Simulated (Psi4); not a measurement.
## Frequency calculation of Cl$_{2}$ (part 3 of 4)

The same run, continued: Cl$_{2}$, SMILES ClCl; B3LYP/cc-pwCVTZ, RKS (Psi4 1.11). The geometry was optimised with B3LYP/cc-pwCVTZ.

Geometry of the input (Å):
```
Cl 0.8579  -0.2857  0.4399
Cl -0.8579  0.2857  -0.4399
```

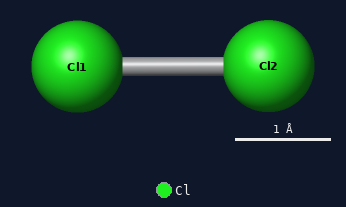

Fig. 1: The input geometry (ball-and-stick view, seen at a tilt; atoms are numbered from 1 in the order of the input).

### Output, continued
```
       Center              X                  Y                   Z               Mass
    ------------   -----------------  -----------------  -----------------  -----------------
         CL           1.900182870680    -0.000000000000    -0.000597880398    34.968852682000
         CL          -1.900182870680     0.000000000000     0.000597880398    34.968852682000

  Running in c1 symmetry.

  Rotational constants: A = ************  B =      0.23839  C =      0.23839 [cm^-1]
  Rotational constants: A = ************  B =   7146.81786  C =   7146.81786 [MHz]
  Nuclear repulsion =   76.045308626265467

  Charge       = 0
  Multiplicity = 1
  Electrons    = 34
  Nalpha       = 17
  Nbeta        = 17

   => Molecular Quadrature <=

    Radial Scheme          =       TREUTLER
    Pruning Scheme         =           NONE
    Nuclear Scheme         =       TREUTLER

    Blocking Scheme        =         OCTREE
    BS radius alpha        =              1
    Pruning alpha          =              1
    Radial Points          =             99
    Spherical Points       =            590
    Total Points           =         104584
    Total Blocks           =            856
    Max Points             =            254
    Max Functions          =            112
    Weights Tolerance      =       1.00E-15

  ==> DiskJK: Disk-Based J/K Matrices <==

    J tasked:                  Yes
    K tasked:                  Yes
    wK tasked:                  No
    Memory [MiB]:             1029
    Schwarz Cutoff:          1E-12

  Cached 33.4% of DFT collocation blocks in 0.085 [GiB].

  Minimum eigenvalue in the overlap matrix is 2.4525672648E-03.
  Reciprocal condition number of the overlap matrix is 6.6348564167E-04.
    Using symmetric orthogonalization.

  ==> Iterations <==

                        Total Energy        Delta E     RMS |[F,P]|

   @RKS iter SAD:  -920.34253734779611   -9.20343e+02   0.00000e+00
   @RKS iter   1:  -920.42493524718520   -8.23979e-02   3.16094e-03 DIIS/ADIIS
   @RKS iter   2:  -920.43697519112698   -1.20399e-02   1.78593e-03 DIIS/ADIIS
   @RKS iter   3:  -920.44435882742118   -7.38364e-03   1.07561e-04 DIIS/ADIIS
   @RKS iter   4:  -920.44441712841126   -5.83010e-05   4.05787e-05 DIIS
   @RKS iter   5:  -920.44442565766599   -8.52925e-06   4.79581e-06 DIIS
   @RKS iter   6:  -920.44442576053984   -1.02874e-07   3.60444e-07 DIIS
   @RKS iter   7:  -920.44442576146184   -9.22000e-10   1.87236e-08 DIIS
   @RKS iter   8:  -920.44442576146446   -2.61480e-12   1.48037e-09 DIIS
  Energy and wave function converged.

  ==> Post-Iterations <==

   Electrons on quadrature grid:
      Ntotal   =   33.9999996475 ; deviation = -3.525e-07

    Final Occupation by Irrep:
              A
    DOCC [    17 ]
    NA   [    17 ]
    NB   [    17 ]

  @RKS Final Energy:  -920.44442576146446

   => Energetics <=

    Nuclear Repulsion Energy =             76.0453086262654665
    One-Electron Energy =               -1421.8965735458241397
    Two-Electron Energy =                 470.8940256359806540
    DFT Exchange-Correlation Energy =     -45.4871864778865600
    Empirical Dispersion Energy =           0.0000000000000000
    VV10 Nonlocal Energy =                  0.0000000000000000
    Total Energy =                       -920.4444257614645721

Computation Completed

Properties will be evaluated at   0.000000,   0.000000,   0.000000 [a0]

Properties computed using the SCF density matrix

 Multipole Moments:

 ------------------------------------------------------------------------------------
     Multipole            Electronic (a.u.)      Nuclear  (a.u.)        Total (a.u.)
 ------------------------------------------------------------------------------------

 L = 1.  Multiply by 2.5417464519 to convert [e a0] to [Debye]
 Dipole X            :          0.0000000            0.0000000            0.0000000
 Dipole Y            :          0.0000000            0.0000000            0.0000000
 Dipole Z            :         -0.0000000            0.0000000           -0.0000000
 Magnitude           :                                                    0.0000000

 ------------------------------------------------------------------------------------

	total time  =         15 seconds =       0.25 minutes

         ------------------------------------------------------------
                                   SCF GRAD
         ------------------------------------------------------------

  ==> Geometry <==

    Molecular point group: c1
    Full point group: D_inf_h

    Geometry (in Bohr), charge = 0, multiplicity = 1:

       Center              X                  Y                   Z               Mass
    ------------   -----------------  -----------------  -----------------  -----------------
         CL           1.900182870680    -0.000000000000    -0.000597880398    34.968852682000
         CL          -1.900182870680     0.000000000000     0.000597880398    34.968852682000

  Nuclear repulsion =   76.045308626265467

   => Molecular Quadrature <=

    Radial Scheme          =       TREUTLER
    Pruning Scheme         =           NONE
    Nuclear Scheme         =       TREUTLER

    Blocking Scheme        =         OCTREE
    BS radius alpha        =              1
    Pruning alpha          =              1
    Radial Points          =             99
    Spherical Points       =            590
    Total Points           =         104584
    Total Blocks           =            856
    Max Points             =            254
    Max Functions          =            112
    Weights Tolerance      =       1.00E-15

  -Total Gradient:
     Atom            X                  Y                   Z
    ------   -----------------  -----------------  -----------------
       1       -0.000001380304     0.000000000000     0.000000000434
       2        0.000001380304    -0.000000000000    -0.000000000434

	total time  =         43 seconds =       0.72 minutes

    Psi4 run time: 0:00:57.92

    -----------------------------------------------------------------------
                               Psi4 1.11 release

    h
    h
    h

    -----------------------------------------------------------------------

    Memory:     1.5 GiB
    Threads:    1
                ecpint, einsums, f̶o̶r̶t̶e̶, gauxc, gcp, g̶d̶m̶a̶, geometric, g̶p̶u̶_̶d̶f̶c̶c̶,
                i̶n̶t̶e̶g̶r̶a̶t̶o̶r̶x̶x̶, i̶p̶i̶, libefp, m̶d̶i̶, m̶p̶2̶d̶, m̶r̶c̶c̶, ooo,
                o̶p̶e̶n̶f̶e̶r̶m̶i̶o̶n̶p̶s̶i̶4̶, pcmsolver, p̶s̶i̶4̶f̶o̶c̶k̶c̶i̶, p̶s̶i̶x̶a̶s̶,
                p̶y̶e̶i̶n̶s̶u̶m̶s̶, r̶e̶s̶p̶, s̶i̶m̶i̶n̶t̶, s̶n̶s̶m̶p̶2̶,
                v̶2̶r̶d̶m̶_̶c̶a̶s̶s̶c̶f̶

gradient() will perform analytic gradient computation.

  ==> Geometry <==

    Molecular point group: c1
    Full point group: D_inf_h

    Geometry (in Bohr), charge = 0, multiplicity = 1:

       Center              X                  Y                   Z               Mass
    ------------   -----------------  -----------------  -----------------  -----------------
         CL           1.900182870680    -0.000000000000     0.000597880398    34.968852682000
         CL          -1.900182870680     0.000000000000    -0.000597880398    34.968852682000

  Running in c1 symmetry.

  Rotational constants: A = ************  B =      0.23839  C =      0.23839 [cm^-1]
  Rotational constants: A = ************  B =   7146.81786  C =   7146.81786 [MHz]
  Nuclear repulsion =   76.045308626265467

  Charge       = 0
  Multiplicity = 1
  Electrons    = 34
  Nalpha       = 17
  Nbeta        = 17

  ==> DiskJK: Disk-Based J/K Matrices <==

    J tasked:                  Yes
    K tasked:                  Yes
    wK tasked:                  No
    Memory [MiB]:             1029
    Schwarz Cutoff:          1E-12

  Cached 33.4% of DFT collocation blocks in 0.087 [GiB].

  Minimum eigenvalue in the overlap matrix is 2.4525672648E-03.
  Reciprocal condition number of the overlap matrix is 6.6348564167E-04.
    Using symmetric orthogonalization.

  ==> Iterations <==

                        Total Energy        Delta E     RMS |[F,P]|

   @RKS iter SAD:  -920.34253734779350   -9.20343e+02   0.00000e+00
   @RKS iter   1:  -920.42493524718316   -8.23979e-02   3.16094e-03 DIIS/ADIIS
   @RKS iter   2:  -920.43697519112345   -1.20399e-02   1.78593e-03 DIIS/ADIIS
   @RKS iter   3:  -920.44435882741823   -7.38364e-03   1.07561e-04 DIIS/ADIIS
   @RKS iter   4:  -920.44441712840955   -5.83010e-05   4.05787e-05 DIIS
   @RKS iter   5:  -920.44442565766576   -8.52926e-06   4.79581e-06 DIIS
   @RKS iter   6:  -920.44442576053734   -1.02872e-07   3.60444e-07 DIIS
   @RKS iter   7:  -920.44442576146037   -9.23023e-10   1.87236e-08 DIIS
   @RKS iter   8:  -920.44442576146287   -2.50111e-12   1.48037e-09 DIIS
  Energy and wave function converged.

  ==> Post-Iterations <==

   Electrons on quadrature grid:
      Ntotal   =   33.9999996475 ; deviation = -3.525e-07

    Orbital Energies [Eh]
    ---------------------

    Doubly Occupied:

       1A   -101.577095     2A   -101.577095     3A     -9.509292
       4A     -9.509242     5A     -7.273770     6A     -7.273633
       7A     -7.260361     8A     -7.260361     9A     -7.260356
      10A     -7.260356    11A     -0.932640    12A     -0.772787
      13A     -0.473833    14A     -0.409940    15A     -0.409940
      16A     -0.310515    17A     -0.310515

    Virtual:

      18A     -0.129279    19A      0.212863    20A      0.266772
      21A      0.266772    22A      0.269260    23A      0.310633
      24A      0.314129    25A      0.314129    26A      0.344011
      27A      0.344011    28A      0.353087    29A      0.353087
      30A      0.434803    31A      0.434803    32A      0.491477
      33A      0.561336    34A      0.606160    35A      0.606160
      36A      0.900175    37A      1.663425    38A      1.663425
      39A      1.717045    40A      1.717045    41A      1.725332
      42A      1.752937    43A      1.752937    44A      1.794299
      45A      1.794299    46A      1.814952    47A      1.814952
      48A      1.838042    49A      1.921727    50A      1.921727
      51A      2.033525    52A      2.033525    53A      2.071449
      54A      2.071449    55A      2.114205    56A      2.114205
      57A      2.115860    58A      2.148480    59A      2.148480
      60A      2.153593    61A      2.199448    62A      2.199448
      63A      2.238585    64A      2.670736    65A      2.699850
      66A      2.699850    67A      2.789617    68A      3.825925
      69A      6.815886    70A      6.815889    71A      6.853057
      72A      6.853057    73A      6.866203    74A      6.866205
      75A      6.933184    76A      6.933184    77A      6.956138
      78A      7.056248    79A      9.075697    80A      9.075697
      81A      9.113965    82A      9.113968    83A      9.172758
      84A      9.172758    85A      9.187233    86A      9.187233
      87A      9.209634    88A      9.229340    89A      9.229343
      90A      9.411627    91A      9.411627    92A      9.472094
      93A      9.952347    94A      9.952347    95A     10.045762
      96A     10.045762    97A     10.115837    98A     10.689471
      99A     14.473962   100A     14.874482   101A     30.539189
     102A     30.539193   103A     30.557063   104A     30.557063
     105A     30.567794   106A     30.567797   107A     30.611317
     108A     30.611317   109A     30.628368   110A     30.690888
     111A     42.431254   112A     42.431254   113A     42.496171
     114A     42.496171   115A     42.551536   116A     42.879224
     117A     86.592668   118A     87.473196

    Final Occupation by Irrep:
              A
    DOCC [    17 ]
    NA   [    17 ]
    NB   [    17 ]

  @RKS Final Energy:  -920.44442576146287

   => Energetics <=

    Nuclear Repulsion Energy =             76.0453086262654665
    One-Electron Energy =               -1421.8965735458218660
    Two-Electron Energy =                 470.8940256359800287
    DFT Exchange-Correlation Energy =     -45.4871864778865600
    Empirical Dispersion Energy =           0.0000000000000000
    VV10 Nonlocal Energy =                  0.0000000000000000
    Total Energy =                       -920.4444257614628668

Computation Completed

Properties will be evaluated at   0.000000,   0.000000,   0.000000 [a0]

Properties computed using the SCF density matrix

 Multipole Moments:

 ------------------------------------------------------------------------------------
     Multipole            Electronic (a.u.)      Nuclear  (a.u.)        Total (a.u.)
 ------------------------------------------------------------------------------------

 L = 1.  Multiply by 2.5417464519 to convert [e a0] to [Debye]
 Dipole X            :          0.0000000            0.0000000            0.0000000
 Dipole Y            :          0.0000000            0.0000000            0.0000000
 Dipole Z            :         -0.0000000           -0.0000000           -0.0000000
 Magnitude           :                                                    0.0000000

 ------------------------------------------------------------------------------------

	total time  =         15 seconds =       0.25 minutes

         ------------------------------------------------------------
                                   SCF GRAD
         ------------------------------------------------------------

  ==> Geometry <==

    Molecular point group: c1
    Full point group: D_inf_h

    Geometry (in Bohr), charge = 0, multiplicity = 1:

       Center              X                  Y                   Z               Mass
    ------------   -----------------  -----------------  -----------------  -----------------
         CL           1.900182870680    -0.000000000000     0.000597880398    34.968852682000
         CL          -1.900182870680     0.000000000000    -0.000597880398    34.968852682000

  Nuclear repulsion =   76.045308626265467

   => Molecular Quadrature <=

    Radial Scheme          =       TREUTLER
    Pruning Scheme         =           NONE
    Nuclear Scheme         =       TREUTLER

    Blocking Scheme        =         OCTREE
    BS radius alpha        =              1
    Pruning alpha          =              1
    Radial Points          =             99
    Spherical Points       =            590
    Total Points           =         104584
    Total Blocks           =            856
    Max Points             =            254
    Max Functions          =            112
    Weights Tolerance      =       1.00E-15

  -Total Gradient:
     Atom            X                  Y                   Z
    ------   -----------------  -----------------  -----------------
       1       -0.000001380304    -0.000000000000    -0.000000000434
       2        0.000001380304     0.000000000000     0.000000000435

	total time  =         42 seconds =       0.70 minutes

    Psi4 run time: 0:00:57.61

  //>>>>>>>>>>>>>>>>>>>>>>>>>>>>>>>>>>>//
  //      FiniteDifference Results     //
  //<<<<<<<<<<<<<<<<<<<<<<<<<<<<<<<<<<<//

  Computing second-derivative from gradients using projected,
  symmetry-adapted, cartesian coordinates.

  7 gradients passed in, including the reference geometry.
  Generating complete list of displacements from unique ones.

-------------------------------------------------------------

  ==> Harmonic Vibrational Analysis <==

  non-mass-weighted Hessian:       Symmetric? True   Hermitian? True   Lin Dep Dim?  3 (0)
  projection of translations (True) and rotations (True) removed 5 degrees of freedom (5)
  total projector:                 Symmetric? True   Hermitian? True   Lin Dep Dim?  5 (5)
  mass-weighted Hessian:           Symmetric? True   Hermitian? True   Lin Dep Dim?  3 (0)
  pre-proj  low-frequency mode:    0.0000i [cm^-1]
  pre-proj  low-frequency mode:    0.0000i [cm^-1]
  pre-proj  low-frequency mode:    0.0000i [cm^-1]
  pre-proj  low-frequency mode:    0.0000  [cm^-1]
  pre-proj  low-frequency mode:    0.0000  [cm^-1]
  pre-proj  all modes:['0.7410i' '0.7409i' '0.0000i' '0.0000' '0.0000' '543.7392']
  projected mass-weighted Hessian: Symmetric? True   Hermitian? True   Lin Dep Dim?  5 (5)
  post-proj low-frequency mode:    0.0000i [cm^-1] (TR)
  post-proj low-frequency mode:    0.0000i [cm^-1] (TR)
  post-proj low-frequency mode:    0.0000i [cm^-1] (TR)
  post-proj low-frequency mode:    0.0000  [cm^-1] (TR)
  post-proj low-frequency mode:    0.0000  [cm^-1] (TR)
  post-proj  all modes:['0.0000i' '0.0000i' '0.0000i' '0.0000' '0.0000' '543.7392']

  Vibration                       6
  Freq [cm^-1]                 543.7392
  Irrep                           A
  Reduced mass [u]             34.9689
  Force const [mDyne/A]         6.0913
  Turning point v=0 [a0]        0.0796
  RMS dev v=0 [a0 u^1/2]        0.3327
  IR activ [km/mol]             0.0000
  Char temp [K]                782.3196
  ----------------------------------------------------------------------------------
      1   CL               0.71  0.00  0.00
      2   CL              -0.71  0.00  0.00

  ==> Thermochemistry Components <==

  Entropy, S
    Electronic S                             0.000 [cal/(mol K)]        0.000 [J/(mol K)]       0.00000000 [mEh/K] (multiplicity = 1)
    Translational S                         38.652 [cal/(mol K)]      161.721 [J/(mol K)]       0.06159614 [mEh/K] (mol. weight = 69.9377 [u], P = 101325.00 [Pa])
    Rotational S                            14.058 [cal/(mol K)]       58.821 [J/(mol K)]       0.02240358 [mEh/K] (symmetry no. = 2)
    Vibrational S                            0.557 [cal/(mol K)]        2.332 [J/(mol K)]       0.00088811 [mEh/K]
  Total S                                   53.268 [cal/(mol K)]      222.873 [J/(mol K)]       0.08488783 [mEh/K]
  Correction S                               0.000 [cal/(mol K)]        0.000 [J/(mol K)]       0.00000000 [mEh/K]
```
